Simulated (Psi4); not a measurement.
**r2SCAN/def2-SVP run of CH5BClN (SMILES CNBCl)**

What is the vertical ionisation energy of CH5BClN at r2SCAN/def2-SVP? 

The results are computed with Psi4 1.11.

## (1) The molecule

CH5BClN has 9 atoms, charge 0, and is taken as a singlet. As SMILES, `CNBCl`. Geometry: relaxed at PBE0-D4/def2-TZVP. This is one conformer, not always the lowest.

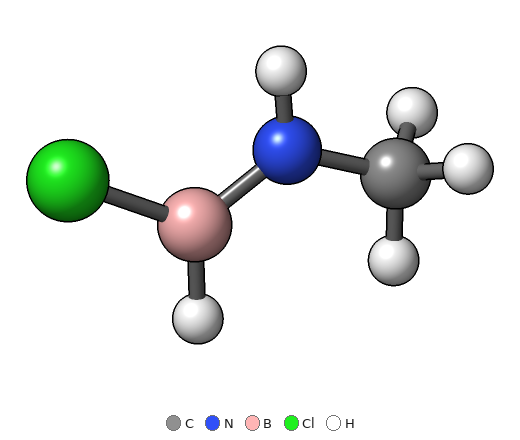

The structure, seen from a chosen angle (carbon grey, nitrogen blue, boron pink, chlorine green, hydrogen white).

## (2) A single-point energy at r2SCAN/def2-SVP

Contents of ch5bcln.inp:

```
memory 1600 mb

molecule mol {
  0 1
  C      0.510100     0.482100    -0.973400
  N     -0.407900    -0.226000    -0.111700
  B     -0.261100    -0.415200     1.248200
  Cl    -1.495300    -1.314500     2.144800
  H      0.907000    -0.170400    -1.756500
  H      0.027900     1.338900    -1.452800
  H      1.346700     0.849900    -0.380000
  H     -1.220500    -0.605500    -0.573900
  H      0.681600     0.014200     1.838200
  symmetry c1
}

set basis def2-SVP
set reference rks
set puream true
set e_convergence 1e-09
set d_convergence 1e-08
set scf_type pk
set dft_radial_points 99
set dft_spherical_points 590

e_tot, wfn = energy('r2scan', return_wfn=True)
print_variables()
```

Run with:

```bash
psi4 -i ch5bcln.inp -o ch5bcln.out -n 1
```

ch5bcln.out:

```text
[...]
  Running in c1 symmetry.
[...]
  Nuclear repulsion =  139.526732547656678
[...]
  Multiplicity = 1
[...]
  Nalpha       = 20
  Nbeta        = 20
[...]
    Number of basis functions: 85
[...]
   @RKS iter   1:  -580.33787637954458   -1.01254e-01   9.26564e-03 ADIIS/DIIS
[...]
   @RKS iter  12:  -580.65882069795146   -2.04636e-12   3.47870e-09 DIIS
[...]
    Orbital Energies [Eh]
    ---------------------
    Doubly Occupied:
       1A   -101.146337     2A    -14.186994     3A    -10.087977
       4A     -9.347383     5A     -7.095491     6A     -7.090031
       7A     -7.088634     8A     -6.665462     9A     -0.867763
      10A     -0.771860    11A     -0.648855    12A     -0.514102
      13A     -0.452703    14A     -0.415396    15A     -0.399744
      16A     -0.359049    17A     -0.333529    18A     -0.308403
      19A     -0.266549    20A     -0.243714
[...]
  @RKS Final Energy:  -580.65882069795146
   => Energetics <=
    Nuclear Repulsion Energy =            139.5267325476566782
    One-Electron Energy =               -1074.0165416111378818
    Two-Electron Energy =                 400.2763680751953643
    DFT Exchange-Correlation Energy =     -46.4453797096656373
    Empirical Dispersion Energy =           0.0000000000000000
    VV10 Nonlocal Energy =                  0.0000000000000000
    Total Energy =                       -580.6588206979514553
[...]
 Multipole Moments:
 ------------------------------------------------------------------------------------
     Multipole            Electronic (a.u.)      Nuclear  (a.u.)        Total (a.u.)
 ------------------------------------------------------------------------------------
 L = 1.  Multiply by 2.5417464519 to convert [e a0] to [Debye]
 Dipole X            :         -4.9607430            5.1900071            0.2292641
 Dipole Y            :         -4.2855698            4.6367727            0.3512029
 Dipole Z            :          6.9286253           -8.0071236           -1.0784983
 Magnitude           :                                                    1.1571794
[...]
```

Run time: 65 s. Hardware: 1 thread of Intel Xeon Platinum 8259CL at 2.50GHz (Skylake/Cascade Lake), shared host; peak memory 0.97 GiB.

## (3) The doublet cation

Contents of input.in:

```
memory 1600 MB

molecule {
  1 2
  C      0.510100     0.482100    -0.973400
  N     -0.407900    -0.226000    -0.111700
  B     -0.261100    -0.415200     1.248200
  Cl    -1.495300    -1.314500     2.144800
  H      0.907000    -0.170400    -1.756500
  H      0.027900     1.338900    -1.452800
  H      1.346700     0.849900    -0.380000
  H     -1.220500    -0.605500    -0.573900
  H      0.681600     0.014200     1.838200
  symmetry c1
}

set {
  reference uks
  puream true
  e_convergence 1e-09
  d_convergence 1e-08
  scf_type pk
  dft_radial_points 99
  dft_spherical_points 590
  maxiter 100
}

e, wfn = energy("r2scan/def2-SVP", return_wfn=True)
oeprop(wfn, "DIPOLE", "MULLIKEN_CHARGES", "MAYER_INDICES")
```

Run with:

```bash
psi4 -i input.in -o input.out -n 1
```

input.out, cut to the lines that bear on the results:

```text
[...]
  Running in c1 symmetry.
[...]
  Nuclear repulsion =  139.526732547656678
[...]
  Multiplicity = 2
[...]
  Nalpha       = 20
  Nbeta        = 19
[...]
    Number of basis functions: 85
[...]
   @UKS iter   1:  -579.87830357544055    3.58319e-01   9.67801e-03 ADIIS/DIIS
[...]
   @UKS iter  17:  -580.30010397842511   -3.41061e-13   4.73650e-09 DIIS
[...]
   @S^2 Observed:                7.606264343E-01
[...]
  @UKS Final Energy:  -580.30010397842511
   => Energetics <=
    Nuclear Repulsion Energy =            139.5267325476566782
    One-Electron Energy =               -1063.8607962855162441
    Two-Electron Energy =                 390.1293361879315285
    DFT Exchange-Correlation Energy =     -46.0953764284971044
    Empirical Dispersion Energy =           0.0000000000000000
    VV10 Nonlocal Energy =                  0.0000000000000000
    Total Energy =                       -580.3001039784251134
[...]
 Multipole Moments:
 ------------------------------------------------------------------------------------
     Multipole            Electronic (a.u.)      Nuclear  (a.u.)        Total (a.u.)
 ------------------------------------------------------------------------------------
 L = 1.  Multiply by 2.5417464519 to convert [e a0] to [Debye]
 Dipole X            :         -4.4988538            5.1900071            0.6911533
 Dipole Y            :         -3.8343366            4.6367727            0.8024360
 Dipole Z            :          6.0242377           -8.0071236           -1.9828859
 Magnitude           :                                                    2.2479842
[...]
  Mulliken Charges: (a.u.)
   Center  Symbol    Alpha    Beta     Spin     Total
       1     C     2.98175  3.00327 -0.02152  0.01498
       2     N     3.81958  3.15066  0.66891  0.02976
       3     B     2.41315  2.49880 -0.08565  0.08804
       4    CL     8.59055  8.28255  0.30800  0.12690
       5     H     0.45610  0.38001  0.07609  0.16388
       6     H     0.45606  0.38012  0.07594  0.16382
       7     H     0.43487  0.43547 -0.00060  0.12965
       8     H     0.37958  0.40338 -0.02381  0.21704
       9     H     0.46835  0.46572  0.00263  0.06593
   Total alpha = 20.00000, Total beta = 19.00000, Total charge =  1.00000
[...]
```

Run time: 2.1 min. Hardware: 1 thread of Intel Xeon Platinum 8259CL at 2.50GHz (Skylake/Cascade Lake), shared host; peak memory 0.97 GiB.

## (4) Results

At r2SCAN/def2-SVP:

```
                                          quantity          value
                     singlet CH5BClN: total energy  -580.65882 Eh
                    singlet CH5BClN: dipole moment         2.94 D
                      singlet CH5BClN: HOMO energy       -6.63 eV
                      singlet CH5BClN: LUMO energy       -0.04 eV
                    singlet CH5BClN: HOMO–LUMO gap        6.59 eV
                      doublet cation: total energy  -580.30010 Eh
doublet cation: HOMO energy (highest over α and β)      -13.46 eV
 doublet cation: LUMO energy (lowest over α and β)      -12.80 eV
                              doublet cation: ⟨S²⟩          0.761
vertical ionisation energy (to the doublet cation)       9.761 eV
```

**Reading.** The vertical ionisation energy comes to 9.76 eV (225 kcal/mol). The negative HOMO energy of the first species, 6.63 eV, lies 3.13 eV below that difference.
